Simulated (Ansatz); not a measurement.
Base system: ZnSnAs₂ in the chalcopyrite structure (space group I-42d, No. 122; a = 5.839 Å, c = 11.737 Å).

Now apply this change: cell and atoms relaxed at a pressure of 4.5 GPa.

The values are results of PBEsol, PAW, 420 eV (Ansatz, a quantum-chemistry and plane-wave program; scalar-relativistic without spin-orbit coupling), not measurements.

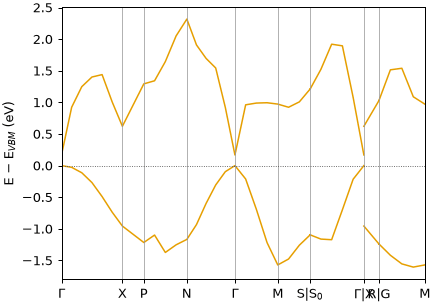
Highest valence and lowest conduction band along the path of the changed cell's own zone

### Question
Read the changed gap and its character from the plot.

### Answer
About 0.17 eV, direct at Γ.

Load acts through the strain it causes; cell and atoms are relaxed under it. No phonon test of stability was made. The final runs are not spin-polarised. A zero or small gap of ZnSnAs2 can be the functional's error rather than a property of the material.
